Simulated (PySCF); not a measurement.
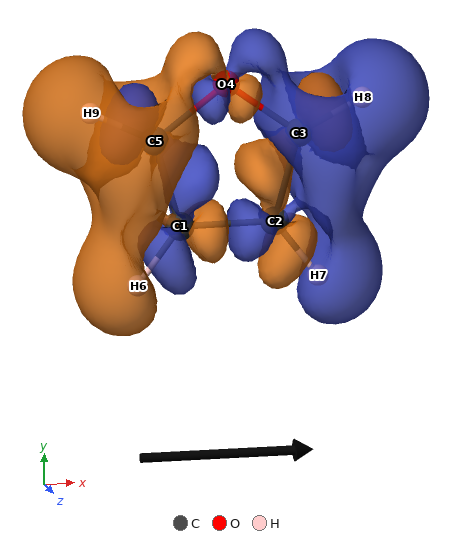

Figure. C4H4O, SMILES `c1ccoc1`. Change of the electron density in a uniform field of 0.10 V/Å along +x (arrow), surfaces at ±0.0006 e/Å³ (orange: gain, blue: loss).

Computed with PySCF, B3LYP/aug-cc-pVDZ, geometry: GFN2-xTB. No frequency check shows the geometry to be a minimum.

Input script:

```python
import numpy as np
from pyscf import gto, scf, dft
from pyscf.scf import atom_ks, atom_hf
from scipy.linalg import block_diag

def solve(mol, dm0=None, hcore=None):
    mf = (dft.UKS if mol.spin else dft.RKS)(mol, xc='b3lyp')
    mf.grids.level = 3
    mf = mf.density_fit(auxbasis='def2-universal-jkfit')
    mf.conv_tol, mf.max_cycle = 1e-8, 80
    if hcore is not None:
        mf.get_hcore = lambda *args: hcore
    mf.kernel(dm0)
    if not mf.converged:
        mf = mf.newton().run(mf.mo_coeff, mf.mo_occ, max_cycle=30)
    assert mf.converged, 'SCF not converged'
    return mf

mol = gto.M(atom='''
C     -0.70089    -0.96110     0.00000
C      0.71604    -0.95015     0.00000
C      1.07675     0.36078     0.00000
O     -0.00957     1.15091     0.00000
C     -1.08181     0.34411     0.00000
H     -1.33931    -1.82044     0.00000
H      1.36765    -1.79953     0.00000
H      2.03501     0.84119     0.00000
H     -2.04737     0.80966     0.00000
''', basis='aug-cc-pvdz', charge=0, spin=0, verbose=4)
field = np.array([0.002, 0.0, 0.0])  # atomic units
mol.set_common_orig(mol.atom_charges() @ mol.atom_coords() / mol.atom_charges().sum())
mf = solve(mol)
out = dict(dm0=mf.make_rdm1(), d0=mf.dip_moment(unit='AU'), e0=mf.e_tot)
for name, sign in (('p', 1), ('m', -1)):
    h = mf.get_hcore() + sign * np.einsum('x,xij->ij', field, mol.intor('int1e_r'))
    mi = solve(mol, mf.make_rdm1(), h)
    out.update({'dm' + name: mi.make_rdm1(), 'd' + name: mi.dip_moment(unit='AU'), 'e' + name: mi.e_tot})
# spherically averaged free atoms, for the promolecule
atm = atom_ks.get_atm_nrks(mol, xc='b3lyp')
pro = block_diag(*[(atm[a[0]][2] * atm[a[0]][3]) @ atm[a[0]][2].T for a in mol._atom])
np.savez('result.npz', pro=pro, **out)
```

Run with:

```sh
OMP_NUM_THREADS=1 python input.py
```

The run took 34 s on 1 thread of Arm Neoverse V1, on a shared host, peak memory 0.65 GiB.

Partitions, critical points and surface values were worked out afterwards from this run's density.

Question: How large is the response?

Answer: The induced dipole is 0.29 D (along the field); α along this axis, from the fields in both directions, is 58 bohr³ (8.6 Å³).

Question: Which atoms gain and lose the most charge?

Answer: Electrons gather most on C5 (Hirshfeld charge changes by −0.005 e) and leave C3 most (+0.005 e); 0.024 electrons are displaced in all.
